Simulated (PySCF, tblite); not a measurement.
# C₅H₅FO₂− (doublet): geometry, infrared bands and EPR parameters

Wanted: the infrared bands and EPR parameters of C₅H₅FO₂− (doublet) (`CO[C-]1[CH]OC(F)=C1`), by calculation.

Computed with tblite 0.8.0 and PySCF 2.14.0, with density-fitted response routines of our own, on a single molecule in the gas phase. Atoms count from 0, in the outputs and in this text.

### 1 The molecule as given

13 atoms, charge -1, multiplicity 2; geometry from: force field or distance geometry start.

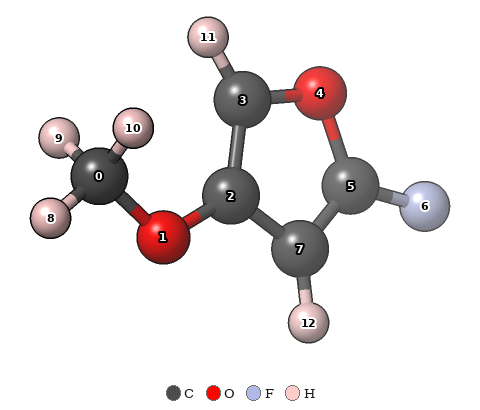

The starting geometry (carbon dark grey, oxygen red, fluorine light blue, hydrogen pink), atoms numbered.

### 2 Relaxing the molecule with GFN2-xTB

Job settings and geometry (Å):

```
{"job": {"kind": "relax", "xc": "GFN2-xTB", "basis": "xTB"}, "charge": -1, "multiplicity": 2}
C     -2.204700     0.035200     0.075500
O     -1.135400    -0.604300    -0.591600
C      0.123000    -0.209000    -0.203000
C      0.475600     0.785000     0.748600
O      1.857800     0.813200     0.776300
C      2.281400    -0.139700    -0.183200
F      3.584500    -0.372600    -0.441500
C      1.289600    -0.772600    -0.787900
H     -3.140000    -0.381700    -0.316600
H     -2.214700     1.112800    -0.124000
H     -2.190000    -0.154100     1.152900
H     -0.064400     1.426700     1.412500
H      1.332900    -1.538500    -1.535700
```

Started as:

```bash
$ OMP_NUM_THREADS=1 python probes_run.py task.json out
```

One launch serves the whole session: the jobs run in the order shown.

Output:

```text
step      E/eV     max force
  0    -712.86422    4.346
  1    -713.13876    1.925
  2    -713.21503    0.706
  3    -713.24207    0.406
  4    -713.25777    0.342
  5    -713.26712    0.296
  6    -713.27336    0.194
  7    -713.27740    0.222
  8    -713.28114    0.215
  9    -713.28450    0.165
 10    -713.28670    0.125
 11    -713.28795    0.114
 12    -713.28922    0.143
 13    -713.29207    0.197
 14    -713.29936    0.523
 15    -713.30807    0.665
 16    -713.32747    0.718
 17    -713.35861    0.464
 18    -713.37895    0.385
 19    -713.40316    0.519
 20    -713.41941    0.527
 21    -713.44935    0.489
 22    -713.47144    0.497
 23    -713.50744    0.529
 24    -713.54387    0.743
 25    -713.56975    0.584
 26    -713.58819    0.382
 27    -713.59903    0.323
 28    -713.61284    0.361
 29    -713.62270    0.303
 30    -713.63211    0.279
 31    -713.64293    0.295
 32    -713.65415    0.272
 33    -713.66503    0.250
 34    -713.67515    0.247
 35    -713.68318    0.239
 36    -713.68910    0.192
 37    -713.69336    0.121
 38    -713.69595    0.224
 39    -713.69751    0.074
 40    -713.69815    0.049
 41    -713.69841    0.038
 42    -713.69862    0.032
 43    -713.69878    0.036
 44    -713.69891    0.034
 45    -713.69903    0.039
 46    -713.69918    0.045
 47    -713.69942    0.055
 48    -713.69975    0.070
 49    -713.70007    0.064
 50    -713.70030    0.040
 51    -713.70048    0.031
 52    -713.70070    0.045
 53    -713.70100    0.057
 54    -713.70135    0.052
 55    -713.70168    0.051
 56    -713.70194    0.047
 57    -713.70219    0.066
 58    -713.70241    0.058
 59    -713.70256    0.029
 60    -713.70266    0.027
 61    -713.70274    0.033
 62    -713.70286    0.047
 63    -713.70301    0.042
 64    -713.70317    0.037
 65    -713.70332    0.039
 66    -713.70349    0.051
 67    -713.70371    0.069
 68    -713.70396    0.058
 69    -713.70416    0.035
 70    -713.70429    0.026
 71    -713.70437    0.025
 72    -713.70445    0.025
 73    -713.70453    0.021
 74    -713.70459    0.019
 75    -713.70462    0.012
 76    -713.70464    0.009
```

It took 0.3 s on 1 thread of Arm Neoverse V2, shared host.

Step by step: (not every step is listed)

```tsv
step	energy from step 0 (eV)	largest force (eV/Å)
0	0.0000	4.3456
1	-0.2745	1.9252
2	-0.3508	0.7063
3	-0.3778	0.4058
4	-0.3936	0.3418
5	-0.4029	0.2961
6	-0.4091	0.1937
7	-0.4132	0.2218
8	-0.4169	0.2146
14	-0.4351	0.5229
20	-0.5552	0.5272
26	-0.7240	0.3820
32	-0.7899	0.2724
38	-0.8317	0.2238
44	-0.8347	0.0336
50	-0.8361	0.0395
56	-0.8377	0.0474
62	-0.8386	0.0472
68	-0.8397	0.0581
71	-0.8401	0.0253
72	-0.8402	0.0252
73	-0.8403	0.0206
74	-0.8404	0.0188
75	-0.8404	0.0116
76	-0.8404	0.0092
```

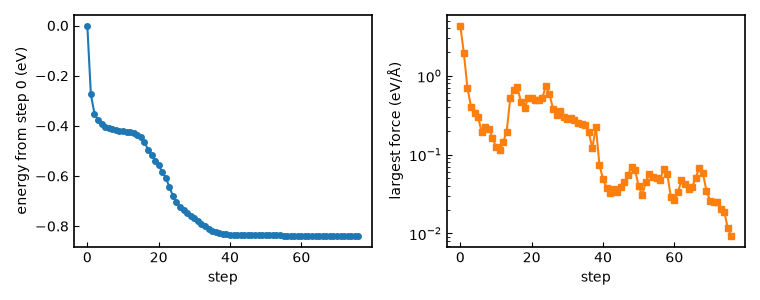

Energy and largest force along the relaxation.

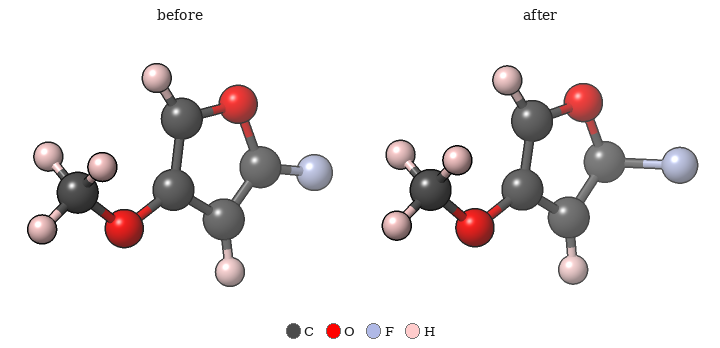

Before and after, at one scale.

Close pairs (by a distance rule), those that changed most:

```tsv
bond	before (Å)	after (Å)	change (Å)
C5–F6	1.349	1.492	+0.144
C5–C7	1.323	1.439	+0.117
C2–C3	1.421	1.374	-0.046
C2–C7	1.422	1.391	-0.030
O1–C2	1.375	1.399	+0.024
C0–O1	1.413	1.391	-0.022
O4–C5	1.417	1.409	-0.008
C3–O4	1.383	1.389	+0.006
```

The next job starts from the end point, and lists it.

### 3 Infrared spectrum with GFN2-xTB

Job settings and geometry (Å):

```
{"job": {"kind": "ir", "xc": "GFN2-xTB", "basis": "xTB"}, "charge": -1, "multiplicity": 2}
C     -2.191750     0.002108     0.130100
O     -1.179296    -0.656520    -0.559906
C      0.113597    -0.204951    -0.272027
C      0.483299     0.740084     0.654791
O      1.859582     0.923575     0.614120
C      2.360770     0.094121    -0.409013
F      3.487267    -0.697755     0.166012
C      1.255744    -0.683065    -0.906014
H     -3.136167    -0.446382    -0.188969
H     -2.207795     1.077647    -0.097441
H     -2.088318    -0.114232     1.217789
H     -0.061408     1.371150     1.330704
H      1.300087    -1.405293    -1.697875
```

Output:

```text
mode    cm-1     km/mol
  1      58.1      2.19
  2     154.2      9.45
  3     193.7      1.49
  4     213.7      1.31
  5     285.6      6.74
  6     323.0     14.21
  7     369.7     20.80
  8     386.9     51.85
  9     469.9     10.77
 10     551.3     18.00
 11     599.3     51.05
 12     621.1     71.93
 13     628.8    119.05
 14     786.7     84.99
 15     909.5     17.12
 16     958.3     34.35
 17    1070.8     54.83
 18    1075.7     57.81
 19    1104.8     50.77
 20    1136.8      3.28
 21    1166.4     37.75
 22    1192.3     93.14
 23    1259.2     59.06
 24    1403.6     41.36
 25    1419.5     57.64
 26    1476.2      0.02
 27    1507.1      1.11
 28    1536.1     54.95
 29    2857.0     92.14
 30    2891.3     61.23
 31    2964.5     85.63
 32    3111.6    121.31
 33    3135.0     65.18
```

Run time: 0.25 s. Hardware: 1 thread of Arm Neoverse V2, shared host.

Which atoms move in the most intense modes:

```tsv
cm⁻¹	km/mol	atoms
621	71.9	O1 43 %, O4 19 %
629	119.0	C5 51 %, C7 17 %
787	85.0	C5 46 %, O4 21 %, C7 14 %, C3 11 %
1192	93.1	H11 22 %, C3 14 %, O1 13 %
2857	92.1	H9 57 %, H10 35 %
2964	85.6	H8 93 %
3112	121.3	H11 89 %
3135	65.2	H12 89 %
```

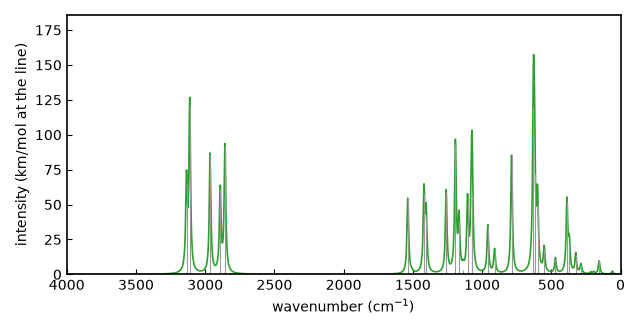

The infrared spectrum from these modes, unscaled. Lines are broadened to a width of 14 cm⁻¹ (Lorentzian).

### 4 g tensor and hyperfine couplings: B3LYP/pcH-1

The job, as its differences from that of step 3:

```diff
@@ -1,2 +1,2 @@
-{"job": {"kind": "ir", "xc": "GFN2-xTB", "basis": "xTB"}, "charge": -1, "multiplicity": 2}
+{"job": {"kind": "epr", "basis": "pcH-1"}, "charge": -1, "multiplicity": 2}
 C     -2.191750     0.002108     0.130100
```

Method: UKS B3LYP, pcH-1 on C F H O, non-relativistic, mean-field spin-orbit, GIAO.

Output:

```text
UKS, coarse grid
  cycle   1  E = -443.59385545  |g| = 6.47e-01
  cycle   2  E = -443.42552266  |g| = 9.89e-01
  cycle   3  E = -443.74609185  |g| = 1.03e-01
  cycle   4  E = -443.74979353  |g| = 5.00e-02
  cycle   5  E = -443.75085950  |g| = 1.51e-02
  cycle   6  E = -443.75095708  |g| = 9.30e-03
  cycle   7  E = -443.75100032  |g| = 2.86e-03
  cycle   8  E = -443.75100453  |g| = 1.30e-03
  cycle   9  E = -443.75100608  |g| = 4.21e-04
UKS, final grid
  cycle   1  E = -443.75099191  |g| = 6.20e-04
  cycle   2  E = -443.75099150  |g| = 1.13e-03
  cycle   3  E = -443.75099211  |g| = 6.84e-05
  cycle   4  E = -443.75099211  |g| = 3.94e-05
  cycle   5  E = -443.75099212  |g| = 2.41e-05
E = -443.75099212 Eh   <S^2> = 0.7579 (exact 0.7500)
g shifts (ppm)      1          2          3
  rmc          -238       -238       -238
  gc             26         -1         13
  oz_so        -610       1714       1871
  total        -821       1475       1646
hyperfine (MHz)  atom isotope    a_iso     a_fc   dipolar eigenvalues
    0   13C       3.04       3.04     -0.59     -0.02      0.61
    1   17O      -1.86      -1.86     -1.80     -0.72      2.52
    2   13C      -6.58      -6.58    -11.97      5.29      6.68
    3   13C      31.16      31.16    -17.90    -15.27     33.16
    4   17O     -64.03     -64.03    -44.38     21.95     22.43
    5   13C     479.30     479.30    -47.93    -38.12     86.06
    6   19F     807.68     807.68   -230.56   -212.14    442.70
    7   13C      40.43      40.43    -20.14    -17.66     37.80
    8    1H       0.44       0.44     -0.54     -0.52      1.06
    9    1H      -0.40      -0.40     -1.09     -0.82      1.91
   10    1H      -0.32      -0.32     -1.45     -0.34      1.78
   11    1H     -12.88     -12.88     -9.57     -0.67     10.24
   12    1H     -10.12     -10.12     -9.43     -3.60     13.03
```

Run time: 42 s. Hardware: 1 thread of Arm Neoverse V2, shared host; peak memory 0.9 GiB.

Principal g values 2.00150, 2.00379, 2.00397; g(iso) = 2.00309, against 2.00232 for a free electron.

Hyperfine couplings; where a row names several nuclei, a(iso) is their mean (it holds for fast rotation or exchange) and the dipolar term the largest among them:

```tsv
nuclei	isotope	a(iso) (MHz)	a(iso) (G, at g = 2.0023)	largest dipolar term (MHz)
F6	19F	807.7	288.2	442.7
C5	13C	479.3	171.0	86.1
O4	17O	-64.0	-22.8	-44.4
C7	13C	40.4	14.4	37.8
C3	13C	31.2	11.1	33.2
H11	1H	-12.9	-4.6	10.2
H12	1H	-10.1	-3.6	13.0
C2	13C	-6.6	-2.3	-12.0
C0	13C	3.0	1.1	0.6
O1	17O	-1.9	-0.7	2.5
H8, H9, H10	1H	-0.1	0.0	1.9
```

Mulliken spin populations:

C0 0.00; O1 0.00; C2 -0.07; C3 0.21; O4 0.08; C5 0.52; F6 0.08; C7 0.21; H8 0.00; H9 0.00; H10 0.00; H11 -0.01; H12 -0.01

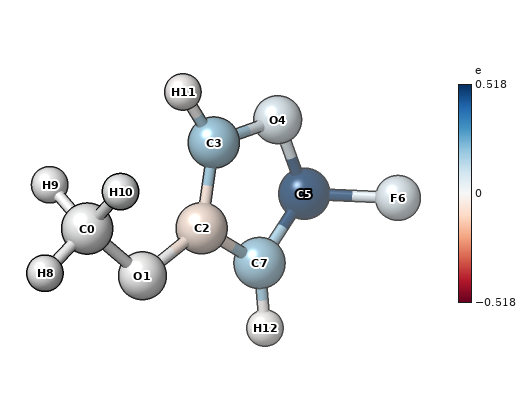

Mulliken spin populations, as colours on the atoms.

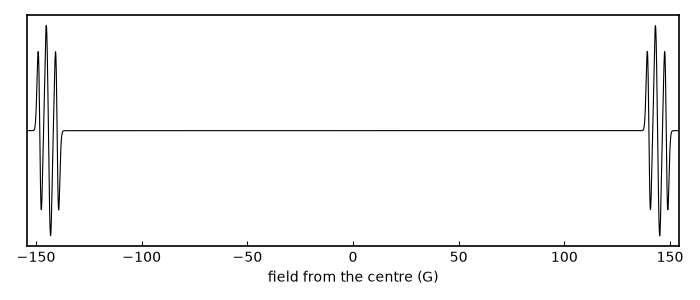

First-order isotropic spectrum (first derivative, main isotopes with spin only, couplings over 0.8 MHz, Gaussian width 0.7 G; couplings of the frozen geometry, rotation of groups not averaged beyond the rows shown).

Orbitals, density, ELF and potential are computed afterwards from the orbital file.

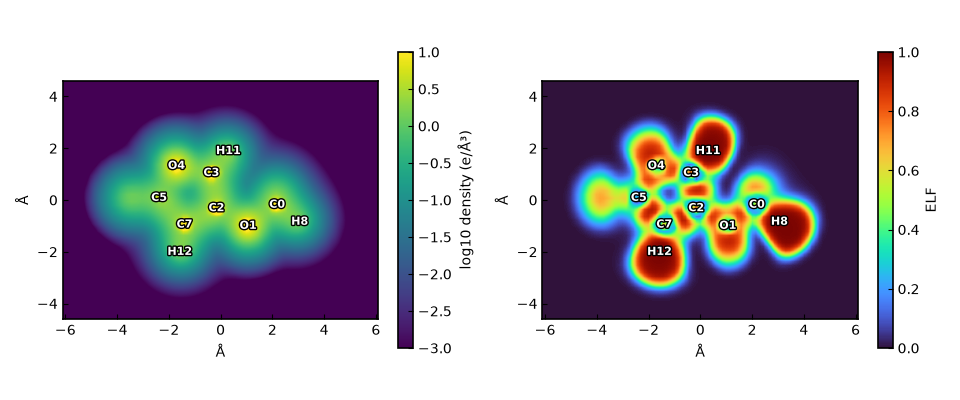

Density (left) and ELF (right) in a plane through or near 10 of the atoms.

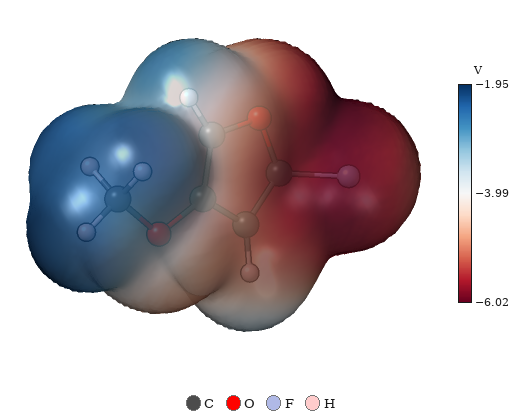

The potential that a unit positive charge feels on the 0.002 e/bohr³ surface, from -6.02 V near F6 to -1.95 V near H8.

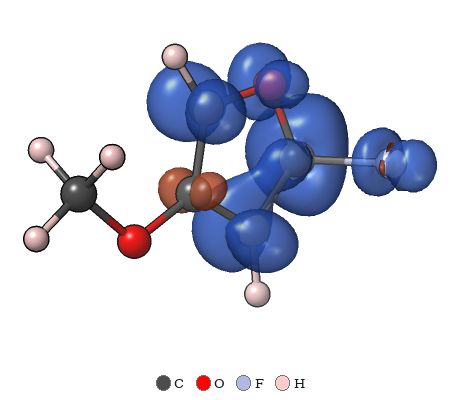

Spin density at ±0.03 e/Å³ (alpha excess blue, beta excess red).

### 5 Summary of results

| quantity | value |
| --- | --- |
| strongest single infrared mode (GFN2-xTB) | 3112 cm⁻¹, 121 km/mol |
| zero-point energy (GFN2-xTB) | 54.1 kcal/mol |
| g(iso) (B3LYP) | 2.00309 |
| ⟨S²⟩ | 0.758 (exact 0.75) |
| largest a(iso) (averaged by class) | 19F on F6, 807.7 MHz |

In words: Over 76 steps the energy fell by 0.840 eV; of the close pairs, C5–F6 changed most, 1.349 to 1.492 Å. All 33 modes are real, so the xTB geometry is a minimum. The strongest single mode, at 3112 cm⁻¹, moves mainly H11. GFN2-xTB is a fitted tight-binding method: band positions and strengths are rough. Its intensities can rank the bands wrongly. C5 carries the largest spin population, 0.52 e. The isotropic g lies 0.8 ppt above the free-electron value. The records flag this anion as possibly unbound in the gas phase, so the basis may hold the extra electron. These values are for one conformer; the search (at its own cheap level) found 1 more, at 1.28 kcal/mol, and measured spectra average over such forms.
